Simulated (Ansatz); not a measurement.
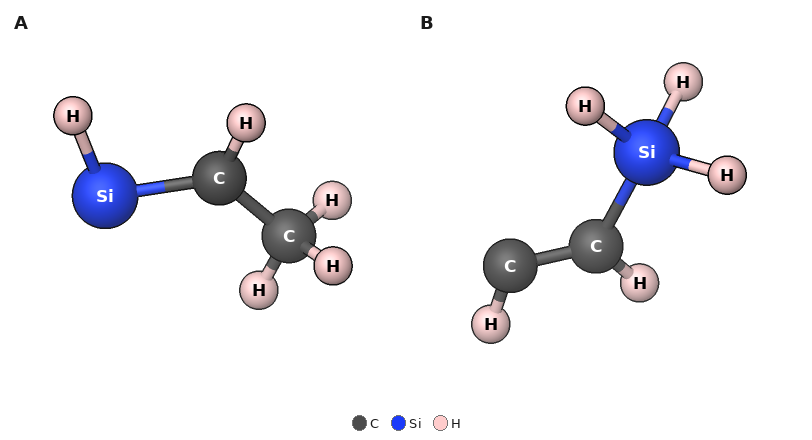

2 stationary structures of one formula. Charge −1, singlet. Geometries: PBE0-D4/def2-TZVPD. Electronic energies: B3LYP-D4/def2-TZVPPD (Ansatz 0.2.0), without zero-point energy. No frequency run is at hand to confirm each as a minimum. Each is one conformer, not always the lowest.

> Which structure is the most stable?

A is lowest (Cs); B lies 22.9 kcal/mol above it (Cs).

Give E(B) − E(A) in kcal/mol at these levels too: r2SCAN-D4/def2-TZVPPD; PBE-D4/def2-TZVPPD; RHF-CCSD(T) (frozen core)/def2-TZVPPD; ωB97M-V/def2-TZVPPD; B3LYP-D4/def2-TZVPPD; PBE0-D4/def2-TZVPD; PBE0-D4/def2-TZVPPD.

| level | E(B) − E(A) (kcal/mol) |
| --- | --- |
| r2SCAN-D4/def2-TZVPPD | +24.6 |
| PBE-D4/def2-TZVPPD | +26.5 |
| RHF-CCSD(T) (frozen core)/def2-TZVPPD | +24.8 |
| ωB97M-V/def2-TZVPPD | +22.9 |
| B3LYP-D4/def2-TZVPPD | +22.9 |
| PBE0-D4/def2-TZVPD | +26.1 |
| PBE0-D4/def2-TZVPPD | +26.3 |
